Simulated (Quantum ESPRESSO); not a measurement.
# NiSb: valence-band photoemission, part 3 of 17

Aim: the valence spectrum of NiSb from He I to hard X-rays, and which orbitals make each feature.

Quantum ESPRESSO 7.5; DFT, PBE, plane waves, ultrasoft GBRV pseudopotentials, scalar-relativistic (the session's first sound run).

So far. Step 2 (The base run: self-consistent run): The run ends at a pressure of 1.89 GPa.

The database entry behind the starting cell differs from later determinations by our own check (c about 0.3 % short), so it need not match the best structure at ambient conditions.

## Step 4: Projected DOS and spectra

projwfc.x splits the states by atom and shell, which the spectra need, since each shell has its own cross section.

projwfc.in

```
&projwfc
  prefix = 'pes'
  outdir = './tmp'
  filpdos = 'pes'
  ngauss = 0
  degauss = 0.00735
  DeltaE = 0.05
  Emin = -20.63
  Emax = 27.37
/
```

Started as:

```console
> OMP_NUM_THREADS=1 mpirun -n 4 projwfc.x -nk 4 -in projwfc.in > projwfc.out
```

Output:

```text
[banner, memory and clock lines left out]
Program PROJWFC v.7.5 starts

          URL

     ./tmp/pes.save/

     IMPORTANT: XC functional enforced from input :
     Exchange-correlation= PBE
                           (   1   4   3   4   0   0   0)
     Any further DFT definition will be discarded
     Please, verify this is what you really want

     G-vector sticks info

     Check: negative core charge=   -0.000012

     Gaussian broadening (read from input): ngauss,degauss=   0    0.007350

     Calling projwave ....

  Problem Sizes
  natomwfc =           44
  nbnd     =           46
  nkstot   =          444
  npwx     =         2000
  nkb      =           72

     Atomic states used for projection
     (read from pseudopotential files):

     state #   1: atom   1 (Sb ), wfc  1 (l=2 m= 1)
     state #   2: atom   1 (Sb ), wfc  1 (l=2 m= 2)
     state #   3: atom   1 (Sb ), wfc  1 (l=2 m= 3)
     state #   4: atom   1 (Sb ), wfc  1 (l=2 m= 4)
     state #   5: atom   1 (Sb ), wfc  1 (l=2 m= 5)
     state #   6: atom   1 (Sb ), wfc  2 (l=0 m= 1)
     state #   7: atom   1 (Sb ), wfc  3 (l=1 m= 1)
     state #   8: atom   1 (Sb ), wfc  3 (l=1 m= 2)
     state #   9: atom   1 (Sb ), wfc  3 (l=1 m= 3)
     state #  10: atom   2 (Sb ), wfc  1 (l=2 m= 1)
     state #  11: atom   2 (Sb ), wfc  1 (l=2 m= 2)
     state #  12: atom   2 (Sb ), wfc  1 (l=2 m= 3)
     state #  13: atom   2 (Sb ), wfc  1 (l=2 m= 4)
     state #  14: atom   2 (Sb ), wfc  1 (l=2 m= 5)
     state #  15: atom   2 (Sb ), wfc  2 (l=0 m= 1)
     state #  16: atom   2 (Sb ), wfc  3 (l=1 m= 1)
     state #  17: atom   2 (Sb ), wfc  3 (l=1 m= 2)
     state #  18: atom   2 (Sb ), wfc  3 (l=1 m= 3)
     state #  19: atom   3 (Ni ), wfc  1 (l=0 m= 1)
     state #  20: atom   3 (Ni ), wfc  2 (l=1 m= 1)
     state #  21: atom   3 (Ni ), wfc  2 (l=1 m= 2)
     state #  22: atom   3 (Ni ), wfc  2 (l=1 m= 3)
     state #  23: atom   3 (Ni ), wfc  3 (l=2 m= 1)
     state #  24: atom   3 (Ni ), wfc  3 (l=2 m= 2)
     state #  25: atom   3 (Ni ), wfc  3 (l=2 m= 3)
     state #  26: atom   3 (Ni ), wfc  3 (l=2 m= 4)
     state #  27: atom   3 (Ni ), wfc  3 (l=2 m= 5)
     state #  28: atom   3 (Ni ), wfc  4 (l=0 m= 1)
     state #  29: atom   3 (Ni ), wfc  5 (l=1 m= 1)
     state #  30: atom   3 (Ni ), wfc  5 (l=1 m= 2)
     state #  31: atom   3 (Ni ), wfc  5 (l=1 m= 3)
     state #  32: atom   4 (Ni ), wfc  1 (l=0 m= 1)
     state #  33: atom   4 (Ni ), wfc  2 (l=1 m= 1)
     state #  34: atom   4 (Ni ), wfc  2 (l=1 m= 2)
     state #  35: atom   4 (Ni ), wfc  2 (l=1 m= 3)
     state #  36: atom   4 (Ni ), wfc  3 (l=2 m= 1)
     state #  37: atom   4 (Ni ), wfc  3 (l=2 m= 2)
     state #  38: atom   4 (Ni ), wfc  3 (l=2 m= 3)
     state #  39: atom   4 (Ni ), wfc  3 (l=2 m= 4)
     state #  40: atom   4 (Ni ), wfc  3 (l=2 m= 5)
     state #  41: atom   4 (Ni ), wfc  4 (l=0 m= 1)
     state #  42: atom   4 (Ni ), wfc  5 (l=1 m= 1)
     state #  43: atom   4 (Ni ), wfc  5 (l=1 m= 2)
     state #  44: atom   4 (Ni ), wfc  5 (l=1 m= 3)

 k =   0.0000000000  0.0000000000  0.0000000000
==== e(   1) =   -87.96519 eV ====
     psi = 0.498*[#  19]+0.498*[#  32]+0.002*[#   6]+0.002*[#  15]
    |psi|^2 = 1.000
==== e(   2) =   -87.95732 eV ====
     psi = 0.493*[#  19]+0.493*[#  32]+0.005*[#   7]+0.005*[#  16]+0.002*[#  28]
          +0.002*[#  41]
    |psi|^2 = 1.000
==== e(   3) =   -48.40641 eV ====
     psi = 0.250*[#  21]+0.250*[#  22]+0.250*[#  34]+0.250*[#  35]
    |psi|^2 = 1.000
==== e(   4) =   -48.40641 eV ====
     psi = 0.250*[#  21]+0.250*[#  22]+0.250*[#  34]+0.250*[#  35]
    |psi|^2 = 1.000
==== e(   5) =   -48.39799 eV ====
     psi = 0.250*[#  21]+0.250*[#  22]+0.250*[#  34]+0.250*[#  35]
    |psi|^2 = 1.000
==== e(   6) =   -48.39799 eV ====
     psi = 0.250*[#  21]+0.250*[#  22]+0.250*[#  34]+0.250*[#  35]
    |psi|^2 = 1.000
==== e(   7) =   -48.38558 eV ====
     psi = 0.499*[#  20]+0.499*[#  33]+0.001*[#  29]+0.001*[#  42]
    |psi|^2 = 1.000
==== e(   8) =   -48.29903 eV ====
     psi = 0.498*[#  20]+0.498*[#  33]+0.002*[#  29]+0.002*[#  42]
    |psi|^2 = 1.000
==== e(   9) =   -13.94658 eV ====
     psi = 0.250*[#   2]+0.250*[#   3]+0.250*[#  11]+0.250*[#  12]
    |psi|^2 = 1.000
==== e(  10) =   -13.94658 eV ====
     psi = 0.250*[#   2]+0.250*[#   3]+0.250*[#  11]+0.250*[#  12]
    |psi|^2 = 1.000
==== e(  11) =   -13.92780 eV ====
     psi = 0.498*[#   1]+0.498*[#  10]+0.002*[#  29]+0.002*[#  42]
    |psi|^2 = 1.000
==== e(  12) =   -13.91113 eV ====
     psi = 0.500*[#   1]+0.500*[#  10]
    |psi|^2 = 1.000
==== e(  13) =   -13.89056 eV ====
     psi = 0.250*[#   4]+0.250*[#   5]+0.250*[#  13]+0.250*[#  14]
    |psi|^2 = 1.000
==== e(  14) =   -13.89056 eV ====
     psi = 0.250*[#   4]+0.250*[#   5]+0.250*[#  13]+0.250*[#  14]
    |psi|^2 = 1.000
==== e(  15) =   -13.89051 eV ====
     psi = 0.249*[#   4]+0.249*[#   5]+0.249*[#  13]+0.249*[#  14]+0.001*[#  30]
          +0.001*[#  31]+0.001*[#  43]+0.001*[#  44]
    |psi|^2 = 1.000
==== e(  16) =   -13.89051 eV ====
     psi = 0.249*[#   4]+0.249*[#   5]+0.249*[#  13]+0.249*[#  14]+0.001*[#  30]
          +0.001*[#  31]+0.001*[#  43]+0.001*[#  44]
    |psi|^2 = 1.000
[...]
psi = 0.249*[#   2]+0.249*[#   3]+0.249*[#  11]+0.249*[#  12]
[...]
psi = 0.249*[#   2]+0.249*[#   3]+0.249*[#  11]+0.249*[#  12]
[...]
psi = 0.319*[#   6]+0.319*[#  15]+0.178*[#  28]+0.178*[#  41]+0.002*[#  19]
          +0.002*[#  32]
[...]
psi = 0.324*[#   6]+0.324*[#  15]+0.174*[#  29]+0.174*[#  42]+0.001*[#  20]
          +0.001*[#  33]
[...]
psi = 0.351*[#   7]+0.351*[#  16]+0.097*[#  28]+0.097*[#  41]+0.050*[#  23]
          +0.050*[#  36]+0.002*[#  19]+0.002*[#  32]
[...]
psi = 0.108*[#  26]+0.108*[#  27]+0.108*[#  39]+0.108*[#  40]+0.090*[#   8]
          +0.090*[#   9]+0.090*[#  17]+0.090*[#  18]+0.051*[#  24]+0.051*[#  25]
          +0.051*[#  37]+0.051*[#  38]
[...]
psi = 0.108*[#  26]+0.108*[#  27]+0.108*[#  39]+0.108*[#  40]+0.090*[#   8]
          +0.090*[#   9]+0.090*[#  17]+0.090*[#  18]+0.051*[#  24]+0.051*[#  25]
          +0.051*[#  37]+0.051*[#  38]
[...]
psi = 0.457*[#  23]+0.457*[#  36]+0.022*[#  28]+0.022*[#  41]+0.008*[#   6]
          +0.008*[#  15]
[...]
psi = 0.176*[#  24]+0.176*[#  25]+0.176*[#  37]+0.176*[#  38]+0.061*[#  26]
          +0.061*[#  27]+0.061*[#  39]+0.061*[#  40]+0.002*[#   8]+0.002*[#   9]
          +0.002*[#  17]+0.002*[#  18]
[...]
psi = 0.176*[#  24]+0.176*[#  25]+0.176*[#  37]+0.176*[#  38]+0.061*[#  26]
[...]
+0.001*[#  15]
[...]
psi = 0.499*[#  20]+0.499*[#  33]
[...]
psi = 0.500*[#   1]+0.500*[#  10]
[...]
+0.002*[#  18]
[...]
+0.002*[#  18]
[...]
k =   0.0000000000  0.0000000000  0.2301562500
[...]
psi = 0.499*[#  20]+0.499*[#  33]
[...]
psi = 0.499*[#  20]+0.499*[#  33]
[...]
psi = 0.499*[#   1]+0.499*[#  10]
[...]
k =   0.0000000000  0.0000000000  0.3068750000
[...]
psi = 0.499*[#  20]+0.499*[#  33]
[...]
psi = 0.499*[#  20]+0.499*[#  33]
[...]
psi = 0.499*[#   1]+0.499*[#  10]
[...]
k =   0.0000000000  0.0000000000 -0.3835937500
[...]
psi = 0.499*[#  20]+0.499*[#  33]
[...]
psi = 0.499*[#  20]+0.499*[#  33]
[...]
psi = 0.499*[#   1]+0.499*[#  10]
[...]
psi = 0.499*[#   1]+0.499*[#  10]
[...]
k =   0.0000000000  0.0641500299  0.0000000000
[...]
+0.002*[#   8]+0.002*[#   9]+0.002*[#  17]+0.002*[#  18]
[...]
+0.046*[#  37]+0.046*[#  38]+0.006*[#  29]+0.006*[#  42]
[...]
+0.006*[#  39]+0.006*[#  40]+0.002*[#   7]+0.002*[#  16]
[...]
k =   0.0000000000  0.0641500299  0.0767187500
[...]
+0.001*[#  30]+0.001*[#  31]+0.001*[#  43]+0.001*[#  44]
[...]
+0.005*[#  17]+0.005*[#  18]+0.004*[#   7]+0.004*[#  16]
[...]
+0.006*[#   7]+0.006*[#  16]+0.001*[#  23]+0.001*[#  36]
[...]
+0.003*[#  28]+0.003*[#  41]+0.002*[#   6]+0.002*[#  15]
[...]
k =   0.0000000000  0.0641500299  0.1534375000
[...]
psi = 0.499*[#  20]+0.499*[#  33]
[...]
+0.001*[#  43]+0.001*[#  44]+0.001*[#  28]+0.001*[#  41]
[...]
+0.002*[#  26]+0.002*[#  27]+0.002*[#  39]+0.002*[#  40]
[...]
+0.006*[#  23]+0.006*[#  36]+0.002*[#   7]+0.002*[#  16]
[...]
+0.001*[#  26]+0.001*[#  27]+0.001*[#  39]+0.001*[#  40]
[...]
+0.024*[#   7]+0.024*[#  16]+0.003*[#  23]+0.003*[#  36]
[...]
k =   0.0000000000  0.0641500299  0.2301562500
[...]
psi = 0.499*[#  20]+0.499*[#  33]
[...]
psi = 0.499*[#  20]+0.499*[#  33]
[...]
+0.002*[#  30]+0.002*[#  31]+0.002*[#  43]+0.002*[#  44]
[...]
psi = 0.247*[#   6]+0.247*[
[... cut ...]
046*[#  44]+0.036*[#   6]
[...]
+0.001*[#  23]+0.001*[#  36]
[...]
+0.001*[#  26]+0.001*[#  27]+0.001*[#  39]+0.001*[#  40]
[...]
k =   0.2777777778  0.5452752542  0.3068750000
[...]
psi = 0.249*[#  21]+0.249*[#  22]+0.249*[#  34]+0.249*[#  35]
[...]
psi = 0.249*[#  21]+0.249*[#  22]+0.249*[#  34]+0.249*[#  35]
[...]
psi = 0.250*[#  21]+0.250*[#  22]+0.250*[#  34]+0.250*[#  35]
[...]
psi = 0.249*[#  21]+0.249*[#  22]+0.249*[#  34]+0.249*[#  35]
[...]
psi = 0.499*[#  20]+0.499*[#  33]
[...]
psi = 0.499*[#  20]+0.499*[#  33]
[...]
+0.002*[#  29]+0.002*[#  42]+0.001*[#   7]+0.001*[#  16]
[...]
+0.009*[#  39]+0.009*[#  40]+0.005*[#   6]+0.005*[#  15]
[...]
+0.001*[#   6]+0.001*[#  15]+0.001*[#  23]+0.001*[#  36]
[...]
+0.002*[#  43]+0.002*[#  44]
[...]
+0.006*[#  40]+0.004*[#  28]+0.004*[#  41]
[...]
+0.002*[#  29]+0.002*[#  42]
[...]
+0.001*[#   9]+0.001*[#  17]+0.001*[#  18]
[...]
+0.004*[#  16]
[...]
+0.009*[#  15]+0.004*[#  23]+0.004*[#  36]
[...]
+0.001*[#  23]+0.001*[#  36]
[...]
+0.002*[#  23]+0.002*[#  36]
[...]
+0.002*[#  42]
[...]
+0.002*[#  36]
[...]
+0.001*[#  25]+0.001*[#  37]+0.001*[#  38]
[...]
+0.002*[#   7]+0.002*[#  16]+0.001*[#  19]+0.001*[#  32]
[...]
+0.001*[#  38]
[...]
+0.002*[#  40]
[...]
+0.002*[#   7]+0.002*[#  16]
[...]
+0.001*[#  40]
[...]
+0.002*[#  39]+0.002*[#  40]
[...]
+0.001*[#  26]+0.001*[#  27]+0.001*[#  39]+0.001*[#  40]
[...]
+0.002*[#  26]+0.002*[#  27]+0.002*[#  39]+0.002*[#  40]
[...]
+0.008*[#  42]+0.006*[#   6]+0.006*[#  15]+0.004*[#   7]+0.004*[#  16]
          +0.004*[#   8]+0.004*[#   9]+0.004*[#  17]+0.004*[#  18]+0.002*[#  28]
          +0.002*[#  41]+0.002*[#  26]+0.002*[#  27]+0.002*[#  39]+0.002*[#  40]
          +0.001*[#  24]+0.001*[#  25]+0.001*[#  37]+0.001*[#  38]
[...]
k =   0.2777777778  0.5452752542 -0.3835937500
[...]
+0.002*[#   9]+0.002*[#  17]+0.002*[#  18]
[...]
+0.002*[#   9]+0.002*[#  17]+0.002*[#  18]
[...]
psi = 0.250*[#  21]+0.250*[#  22]+0.250*[#  34]+0.250*[#  35]
[...]
psi = 0.250*[#  21]+0.250*[#  22]+0.250*[#  34]+0.250*[#  35]
[...]
psi = 0.249*[#  21]+0.249*[#  22]+0.249*[#  34]+0.249*[#  35]
[...]
psi = 0.249*[#  21]+0.249*[#  22]+0.249*[#  34]+0.249*[#  35]
[...]
psi = 0.499*[#  20]+0.499*[#  33]
[...]
psi = 0.499*[#  20]+0.499*[#  33]
[...]
+0.152*[#  12]
[...]
psi = 0.194*[#   1]+0.194*[#  10]+0.152*[#   2]+0.152*[#   3]+0.152*[#  11]
          +0.152*[#  12]
    |psi|^2 = 1.000
==== e(  11) =   -13.92125 eV ====
     psi = 0.244*[#   2]+0.244*[#   3]+0.244*[#  11]+0.244*[#  12]+0.005*[#   4]
          +0.005*[#   5]+0.005*[#  13]+0.005*[#  14]
    |psi|^2 = 1.000
==== e(  12) =   -13.92125 eV ====
     psi = 0.244*[#   2]+0.244*[#   3]+0.244*[#  11]+0.244*[#  12]+0.005*[#   4]
          +0.005*[#   5]+0.005*[#  13]+0.005*[#  14]
    |psi|^2 = 1.000
==== e(  13) =   -13.89370 eV ====
     psi = 0.293*[#   1]+0.293*[#  10]+0.091*[#   2]+0.091*[#   3]+0.091*[#  11]
          +0.091*[#  12]+0.012*[#   4]+0.012*[#   5]+0.012*[#  13]+0.012*[#  14]

    |psi|^2 = 1.000
==== e(  14) =   -13.89370 eV ====
     psi = 0.293*[#   1]+0.293*[#  10]+0.091*[#   2]+0.091*[#   3]+0.091*[#  11]
          +0.091*[#  12]+0.012*[#   4]+0.012*[#   5]+0.012*[#  13]+0.012*[#  14]

    |psi|^2 = 1.000
==== e(  15) =   -13.88377 eV ====
     psi = 0.240*[#   4]+0.240*[#   5]+0.240*[#  13]+0.240*[#  14]+0.010*[#   1]
          +0.010*[#  10]+0.005*[#   2]+0.005*[#   3]+0.005*[#  11]+0.005*[#  12]

    |psi|^2 = 1.000
==== e(  16) =   -13.88377 eV ====
     psi = 0.240*[#   4]+0.240*[#   5]+0.240*[#  13]+0.240*[#  14]+0.010*[#   1]
          +0.010*[#  10]+0.005*[#   2]+0.005*[#   3]+0.005*[#  11]+0.005*[#  12]

    |psi|^2 = 1.000
==== e(  17) =   -13.87947 eV ====
     psi = 0.242*[#   4]+0.242*[#   5]+0.242*[#  13]+0.242*[#  14]+0.006*[#   2]
          +0.006*[#   3]+0.006*[#  11]+0.006*[#  12]+0.003*[#   1]+0.003*[#  10]

    |psi|^2 = 1.000
==== e(  18) =   -13.87947 eV ====
     psi = 0.242*[#   4]+0.242*[#   5]+0.242*[#  13]+0.242*[#  14
```

Elapsed: 5.5 s, on 4 MPI ranks of Arm Neoverse V1, shared host; 24 s of CPU time.

This step gave:

```yaml
zero_of_energy: Fermi level
share_of_occupied_states_in_no_projected_shell: 0.0064 of the occupied states in the window
dos_at_the_fermi_level: 2.006 states/eV/cell
```

The DOS has structure finer than the step of the table below, so its rows give means over 5 eV, whole bins alone (the curve runs from -31.1 to 9.87 eV). Peaks (eV: height): total -29.2: 83.3, -2.0: 14.9; Ni 3d -2.8: 6.58, -2.0: 14, -1.4: 8.4; Sb 5p -5.4: 1.14, -3.5: 1.53, -2.9: 1.72, 2.5: 0.97; Ni 4p -2.6: 0.981, 6.7: 0.870, 7.8: 1.25, 8.5: 0.857; Sb 5s -9.6: 1.66, -8.8: 0.614, 0.3: 0.204.

Table of DOS by E, zero at the Fermi level; means over each step; values in states/eV/cell:

```
E (eV)   total   Ni 3d    Sb 5p    Ni 4p   Sb 5s    Ni 4s    Sb 4d
   -20       0       0        0        0       0        0        0
   -15  0.0255  1.9e-5  0.00111  0.00181  0.0149  0.00757        0
   -10   0.775  0.0240   0.0499    0.171   0.464   0.0632   3.8e-4
    -5    2.51    1.18    0.847    0.277  0.0484    0.135  0.00179
     0    3.55    2.60    0.490    0.242  0.0908   0.0678  0.00199
     5    1.67   0.130    0.483    0.397  0.0736    0.293  0.00209
```

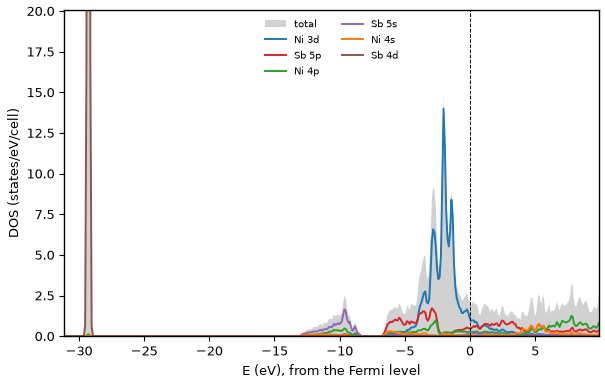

DOS, plotted against E. The peaks of deep states run off the scale.

Sums over each group's atoms; a table of it gives point samples, which can step over narrow peaks. DOS of the group against E, zero at the Fermi level; values in states/eV:

```
E (eV)  Ni3: Ni 3d  Sb1: Sb 5p  Ni3: Ni 4p  Sb1: Sb 5s  Ni3: Ni 4s  Sb1: Sb 4d
   -15           0           0           0           0           0           0
   -10      0.0404      0.0684       0.348       0.807      0.0660      9.3e-4
    -5       0.284       0.762       0.194      0.0896       0.145     0.00107
     0        1.16       0.495       0.250       0.144      0.0452     0.00148
     5      0.0948       0.405       0.296      0.0595       0.438     0.00208
```

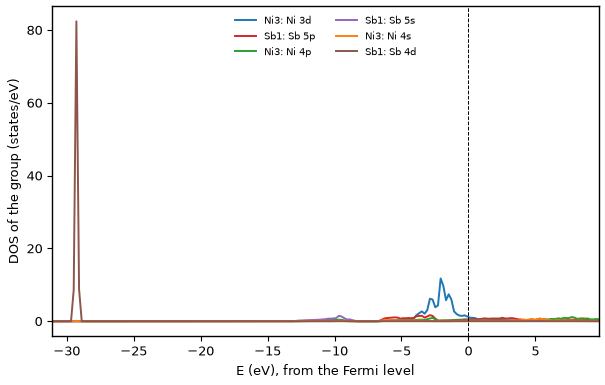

DOS of the group against E.

Simulated valence spectra by photon energy, shown to 13 eV, since a deeper line would dwarf them at some energies; the 100 % can be that line's tail at the edge; this run's widths, added to any smearing of the DOS itself: Gaussian 0.15 eV, Lorentzian 0.05 eV plus 0.08 an eV of depth. Intensity against binding energy, zero at the Fermi level; values in % of the maximum within 13 eV:

```csv
binding energy (eV),21.2 eV,40.8 eV,100 eV,1486.7 eV,5950 eV
-1,1.19,0.766,0.785,1.59,2.16
0,19.4,9.79,9.21,13.9,25.3
1,39.7,32.2,31.5,36.2,35.5
2,81.2,98.0,98.0,98.1,49.4
3,90.5,45.9,43.1,57.5,80.4
4,57.9,16.6,14.2,27.9,64.8
5,39.7,6.54,4.63,16.7,55.2
6,34.7,4.20,2.41,14.2,52.6
7,6.21,1.00,0.756,4.30,14.5
8,2.36,0.657,0.594,4.27,17.6
9,3.64,1.54,1.23,11.9,65.6
10,5.05,1.86,1.38,15.9,90.8
11,3.33,1.16,0.832,11.2,59.8
12,-,0.722,0.573,7.78,37.9
```

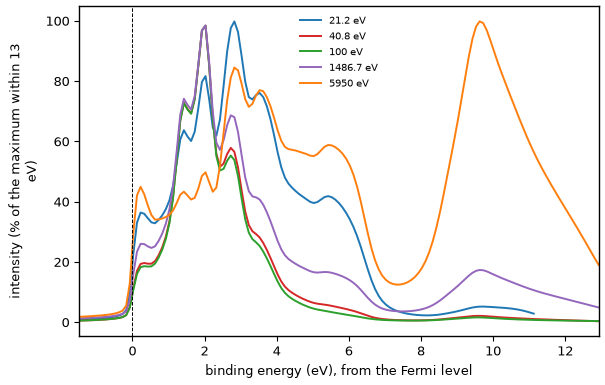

Intensity, plotted against binding energy.

(Part 3 of 17 ends here.)

[Logs are printed without paths, hosts, clocks, repeated set-up lines and the standing remarks that a program may print on its own settings, such as how far it seeks lower states.]

[Hosts, paths, dates, database ids (printed as entryN), source tags and the programs' standing remarks are cut or masked in the printed files.]

[Maps of the electrostatic potential energy from Ansatz leave out the sawtooth potential of an applied field or a dipole correction, so their vacuum need not be flat; work functions include it.]

[Peak lists hold at most the 14 tallest peaks of each spectrum; further lines can be left out.]
